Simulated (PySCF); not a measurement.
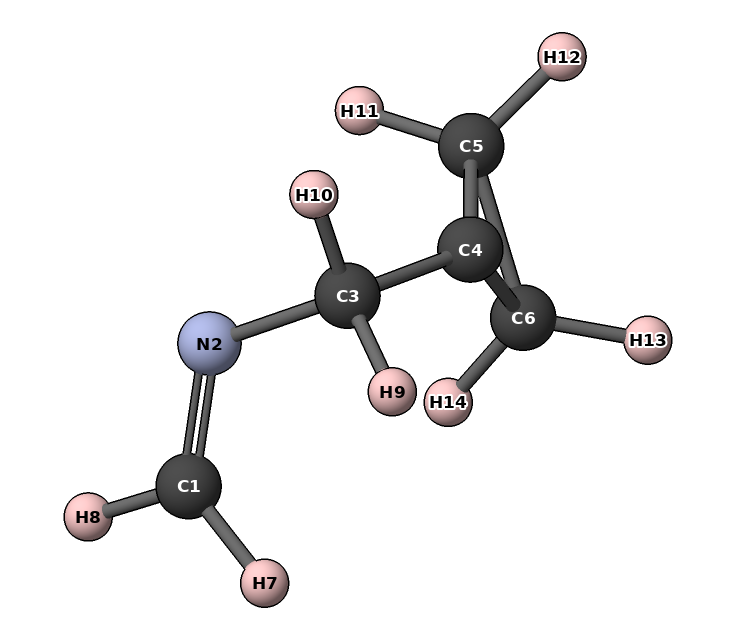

The questions are on Mulliken spin populations. The species is neutral and a spin doublet. Computed geometry: GFN2-xTB optimisation. No frequency run is at hand to confirm it as a minimum. Method: UKS B3LYP, pcH-1 on C H N, non-relativistic (PySCF 2.14.0).

> Which atom carries the largest spin population?

C4 (0.93 e).

> Which atom has the lowest spin population?

C3 (−0.05 e); a negative value comes from spin polarisation.

Give the Mulliken spin populations atom by atom.

```json
{"atom": "C1", "value (e)": "0.04"}
{"atom": "N2", "value (e)": "0.02"}
{"atom": "C3", "value (e)": "−0.05"}
{"atom": "C4", "value (e)": "0.93"}
{"atom": "C5", "value (e)": "−0.03"}
{"atom": "C6", "value (e)": "−0.03"}
{"atom": "H7", "value (e)": "0.00"}
{"atom": "H8", "value (e)": "0.00"}
{"atom": "H9", "value (e)": "0.01"}
{"atom": "H10", "value (e)": "0.00"}
{"atom": "H11", "value (e)": "0.03"}
{"atom": "H12", "value (e)": "0.03"}
{"atom": "H13", "value (e)": "0.03"}
{"atom": "H14", "value (e)": "0.03"}
```

Mulliken values depend strongly on the basis set.
